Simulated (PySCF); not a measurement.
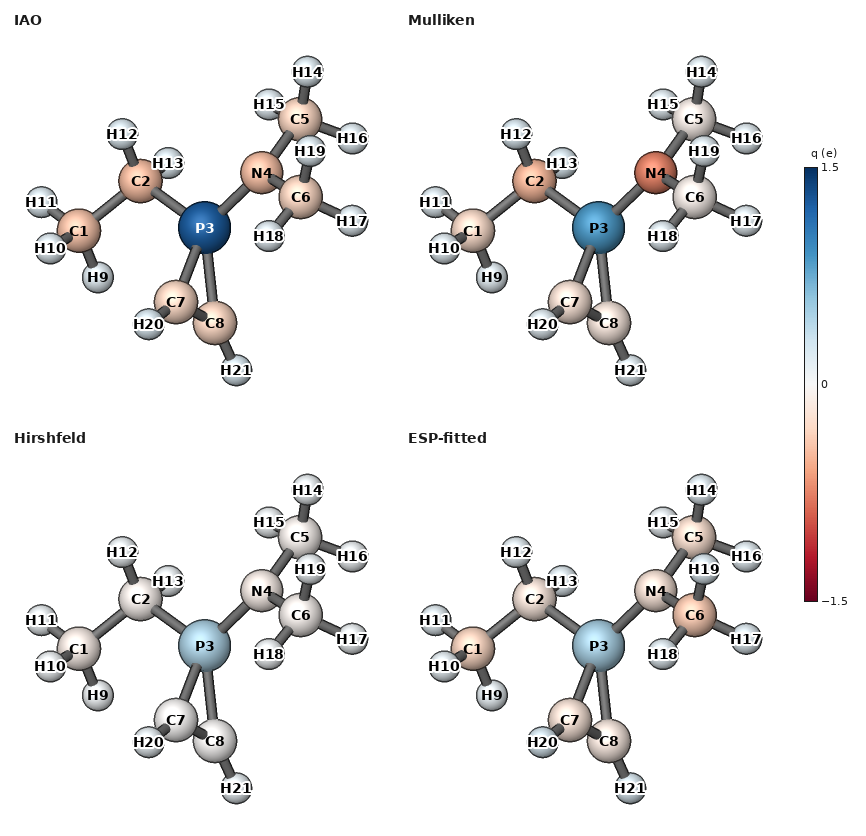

Atomic charges of one calculation by 4 schemes, on one colour scale. Charge +1, singlet. Computed geometry: GFN2-xTB optimisation. No frequency run is at hand to confirm it as a minimum. Method: PBE0/pcSseg-1 (PySCF 2.14.0).

Question. Which scheme gives the most polar picture (largest mean size of the charges)?

Answer. The IAO charges are the largest in size here, and the Hirshfeld charges the smallest.

Question. On which atom do the schemes disagree most?

Answer. On P3 (from 0.46 to 1.25 e).

List the charges (e), one line for each set of equivalent atoms.

| atom | IAO | Mulliken | Hirshfeld | ESP-fitted |
| --- | --- | --- | --- | --- |
| C1 | −0.42 | −0.26 | −0.10 | −0.31 |
| C2 | −0.46 | −0.49 | −0.07 | −0.15 |
| P3 | 1.25 | 0.86 | 0.46 | 0.49 |
| N4 | −0.44 | −0.74 | −0.09 | −0.18 |
| C5 | −0.31 | −0.08 | −0.05 | −0.23 |
| C6 | −0.31 | −0.08 | −0.05 | −0.38 |
| C7 | −0.30 | −0.19 | −0.02 | −0.19 |
| C8 | −0.30 | −0.14 | −0.01 | −0.13 |
| H9 | 0.16 | 0.15 | 0.05 | 0.11 |
| H10 | 0.16 | 0.15 | 0.05 | 0.12 |
| H11 | 0.19 | 0.17 | 0.08 | 0.15 |
| H12 | 0.19 | 0.21 | 0.08 | 0.14 |
| H13 | 0.19 | 0.21 | 0.07 | 0.16 |
| H14 | 0.18 | 0.16 | 0.07 | 0.15 |
| H15 | 0.16 | 0.14 | 0.06 | 0.10 |
| H16 | 0.16 | 0.15 | 0.06 | 0.15 |
| H17 | 0.15 | 0.15 | 0.06 | 0.18 |
| H18 | 0.16 | 0.15 | 0.06 | 0.16 |
| H19 | 0.18 | 0.16 | 0.07 | 0.19 |
| H20 | 0.21 | 0.16 | 0.11 | 0.24 |
| H21 | 0.22 | 0.16 | 0.11 | 0.22 |

The geometry is semi-empirical. Around P such bond lengths and angles can be off by a tenth of an ångström or more and by several degrees, and values that hang on the shape move with them.
